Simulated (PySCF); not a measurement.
**C4H11NOSi2: density, localisation and related maps**

```csv
atom,x (Å),y (Å),z (Å)
C,3.2776,0.1087,0.6575
C,1.9730,-0.4206,0.1195
O,1.7309,-1.6024,-0.0429
N,1.0201,0.4692,-0.2019
Si,-0.4283,-0.3296,-0.8032
C,-1.7944,1.0115,-0.9261
Si,-2.7427,0.2635,0.5584
C,-1.4538,-1.1576,0.5790
H,3.0952,0.7541,1.5145
H,3.7803,0.6907,-0.1131
H,3.9141,-0.7204,0.9531
H,1.1793,1.4555,-0.0859
H,-0.0929,-1.0271,-2.0389
H,-1.4867,2.0473,-0.8168
H,-2.3457,0.9496,-1.8591
H,-2.7268,1.1072,1.7581
H,-4.1158,-0.1553,0.2708
H,-0.9315,-1.3134,1.5185
H,-1.8619,-2.1215,0.2910
```

Geometry: GFN2-xTB.

The calculation used PBE0/pcSseg-1, SCF density, gas phase, non-relativistic (PySCF).

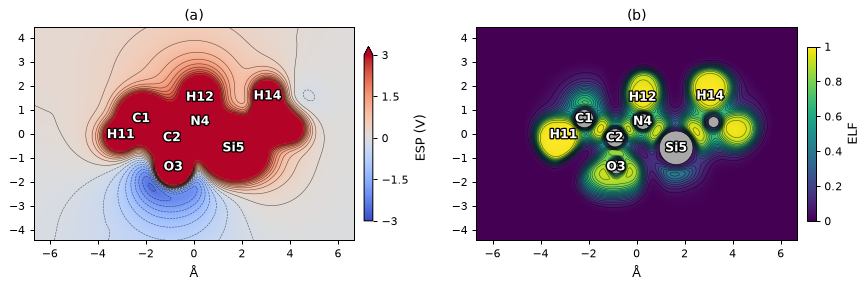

Figure 1. (a) electrostatic potential; (b) ELF on the plane of atoms C2, N4 and Si5. Grey discs cover the atomic cores in the ELF map.

What do the fields say about this system?

The section cuts through C, O, N, Si and H sites.
C–O (1.22 Å): the ELF peaks at about 0.85 between the atoms; a multiple bond.
C–N (1.34 Å): the ELF peaks at about 0.90 between the atoms (localised, covalent bonding).
C–C (1.51 Å): the ELF peaks at about 0.95 between the atoms: localised, covalent bonding.
Si–N (1.76 Å): the ELF peaks at about 0.95 between the atoms: a shared but strongly polarised pair.
N–H (1.01 Å): the ELF climbs to about 1 towards the hydrogen, as it does in any bond to H; an ordinary covalent bond to hydrogen.
The ELF also peaks beside O3, away from the bonds: lone-pair regions.
Outside the dense part of the molecule the potential is most negative (−2.5 V) near O3.

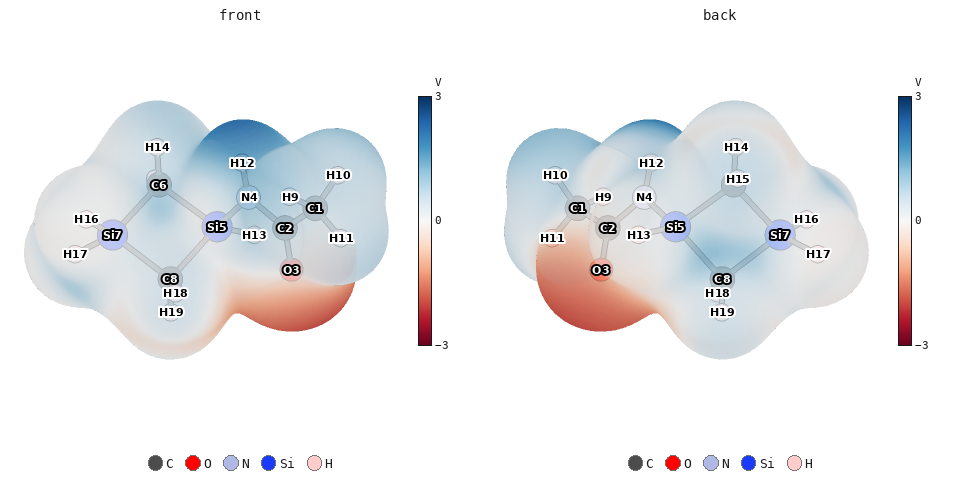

Figure 2. The electrostatic potential painted on the density surface at 0.002 e/bohr³, seen from the front and from behind; red is negative and blue positive.

Describe the electrostatic potential map.

The most negative region (about −1.9 V) lies over O3, the most positive (about +2.2 V) over H12. O3 is the likeliest acceptor of a hydrogen bond.
